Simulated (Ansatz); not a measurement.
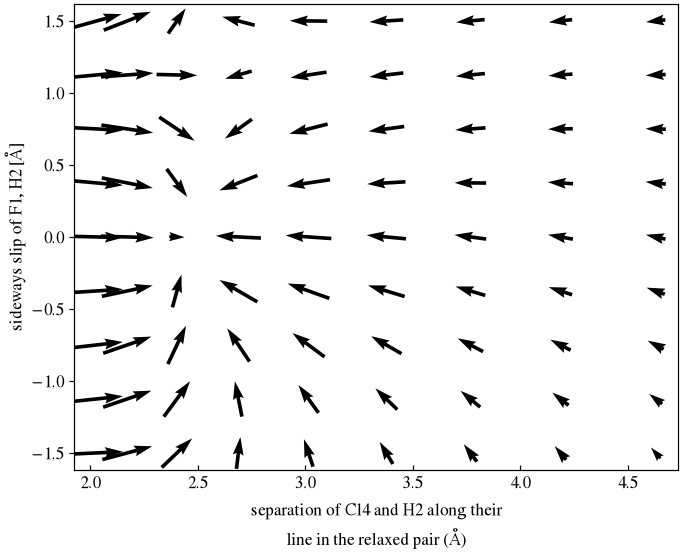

The pair FH···Cl₂. First axis: separation of Cl4 and H2 along their line in the relaxed pair. Second axis: sideways slip of F1, H2. Nothing is relaxed (both partners rigid). The grid has 9 × 9 points. Points are written as (first, second). Method: RHF-MP2, frozen core/def2-TZVPD in Ansatz.

The picture shows arrows along the force (downhill), their lengths compressed.

The arrows alone are given. Where is the energy lowest?

The arrows converge at (2.403 Å, 0.000 Å) (read from the interpolated surface).

The energy map of the same scan:

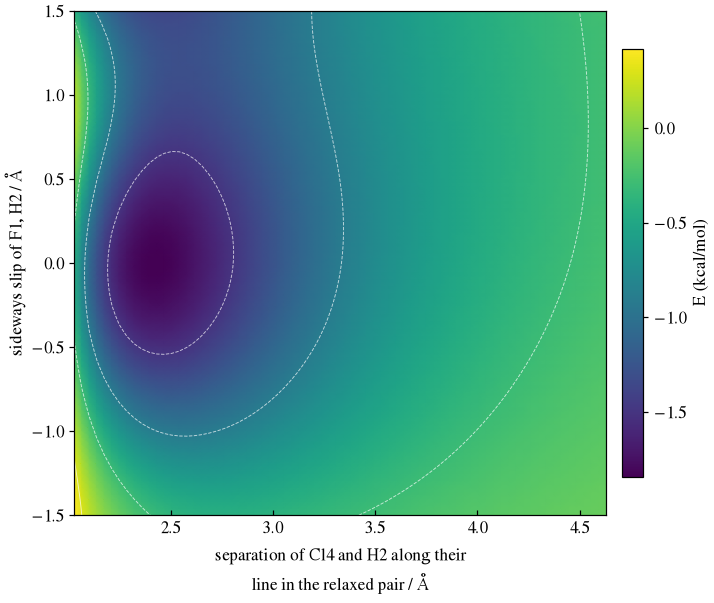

Energies are in kcal/mol, from the two partners far apart, frozen as in the relaxed pair, each in its own basis (no counterpoise correction); between grid points the surface is interpolated.
